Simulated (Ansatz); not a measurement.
# Calculations on CH₅B

### Relaxation

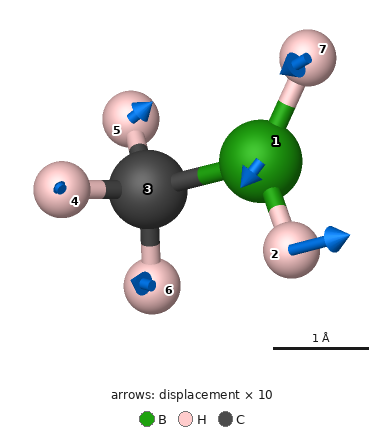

A relaxation of CH₅B. The starting structure is drawn; blue arrows show the displacements, 10 times their true length. The two geometries are superimposed by the best rigid fit.

The picture is a ball-and-stick view, seen from a free direction.

The run prepares an end point of a later path (reaction) calculation, from a guessed geometry.

Computed with RKS B3LYP-D4/def2-SVP in Ansatz.

Input
```yaml
crystal:
  periodic: [false, false, false]
  atoms:
    - { symbol: B, position_ang: [0.227007, 0.016863, 0.334143] }
    - { symbol: H, position_ang: [0.045196, -0.140156, 1.501115] }
    - { symbol: C, position_ang: [1.744831, 0.064451, -0.078676] }
    - { symbol: H, position_ang: [2.072822, -0.998521, -0.054612] }
    - { symbol: H, position_ang: [1.974359, 0.441669, -1.087753] }
    - { symbol: H, position_ang: [2.376616, 0.57105, 0.669173] }
    - { symbol: H, position_ang: [-0.689832, 0.044543, -0.44849] }
basis:
  gaussian: { orbitals: def2-SVP }
hamiltonian:
  xc: b3lyp
  dispersion: d4
relax:
  f_tol: 0.03
  max_steps: 50
```

Command:
```bash
ansatz run input.yaml --threads 1 --pin off --max-ram 2048MiB --backend cpu --events-out ev --progress --plain --runs-dir out
```

Which element moves most?

Answer. Hydrogen: up to 0.080 Å, against 0.036 Å for boron.

What happened in the run?

Answer. The energy falls by 0.030 eV in 3 geometry steps. Largest force component: 0.82 eV/Å at the start, 0.024 eV/Å at the end. The atom that moves furthest after the best rigid fit is H2 (0.080 Å). Largest moves by element: H 0.080 Å, B 0.036 Å, C 0.006 Å. Some distances before and after: B1–H2 1.191 → 1.211 Å, B1–C3 1.574 → 1.558 Å. Bond angles that change, for instance: H2–B1–C3 114.1° → 120.1°, H2–B1–H7 121.5° → 117.9°, C3–B1–H7 124.2° → 122.0°. Cost: 4.5 s on 1 thread of Arm Neoverse V2, with other jobs on the host, peak memory 0.11 GiB.

### Relaxation

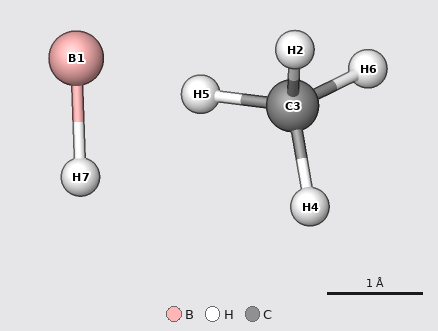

Starting structure of CH5B. The picture is a ball-and-stick view, seen at a tilt.

The run prepares an end point of a later path (reaction) calculation, from a guessed geometry.

Computed with Ansatz, RKS B3LYP-D4/def2-SVP.

The input:
```yaml
crystal:
  periodic: [false, false, false]
  atoms:
    - { symbol: B, position_ang: [-0.914514, 0.397622, 0.020701] }
    - { symbol: H, position_ang: [1.134381, -0.060668, 1.158555] }
    - { symbol: C, position_ang: [1.851145, 0.014363, 0.318832] }
    - { symbol: H, position_ang: [1.989795, -0.96686, -0.157127] }
    - { symbol: H, position_ang: [1.503262, 0.746828, -0.4258] }
    - { symbol: H, position_ang: [2.812598, 0.366197, 0.729183] }
    - { symbol: H, position_ang: [-0.625668, -0.497582, -0.809444] }
basis:
  gaussian: { orbitals: def2-SVP }
hamiltonian:
  xc: b3lyp
  dispersion: d4
relax:
  f_tol: 0.03
  max_steps: 50
output:
  orbitals: {}
```

Run as
```bash
ansatz run input.yaml --threads 1 --pin off --max-ram 2048MiB --backend cpu --events-out ev --progress --plain --runs-dir out
```

> Predict the outcome.

After 8 accepted moves (9 points after the start) the energy has fallen by 0.99 kcal/mol. The largest force component goes from 0.24 to 0.016 eV/Å. The line search rejected the trial step at point 5 of the run. B1 moves most after the best rigid fit: 0.52 Å. Largest moves by element: B 0.52 Å, H 0.44 Å, C 0.11 Å. Among the contacts that change: B1–H7 1.255 → 1.246 Å.

Final geometry:

```xyz
7

B    -1.1543    0.0166    0.2800
H     1.0325    0.1760    0.8929
C     1.9466    0.0548    0.2805
H     2.0128   -0.9774   -0.0906
H     1.9242    0.7534   -0.5681
H     2.8139    0.2762    0.9192
H    -0.8247   -0.2997   -0.8789
```

After the run, drawn alike:

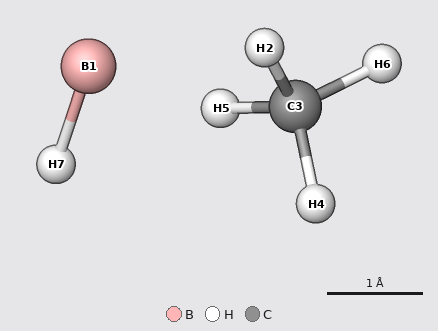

Limits of the set-up: the start holds two separate molecules, 2.4 Å apart at their closest, whose relative position is a soft coordinate.

### Path

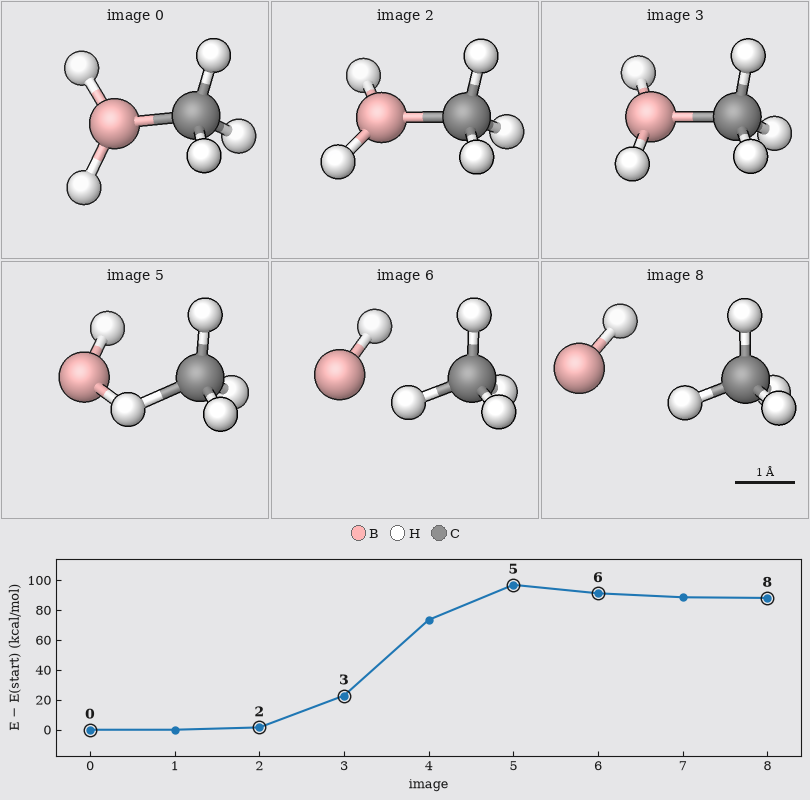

NEB run on CH5B. Images are numbered from 0 (start) to 8 (end). A ball-and-stick model, seen at a tilt.

Theory: Ansatz, RKS B3LYP-D4/def2-SVP. Set-up: 7 movable images; climbing image; force threshold 0.05 eV/Å; iteration limit 60; starting path through a guess of the saddle point.

What happens along the path, and what is the barrier?

Answer. The energy climbs by 96.9 kcal/mol to image 5 and then falls by 8.8 kcal/mol, so the end point sits at +88.1 kcal/mol. Breaking: B–C (1.56 → 3.10 Å), B–H (1.21 → 2.28 Å). Forming: C–H (2.41 → 1.11 Å). The band converged in 17 iterations, with a climbing image at the top. At the top, the vibrational analysis gives one imaginary mode (975i cm⁻¹), as a transition state must have.
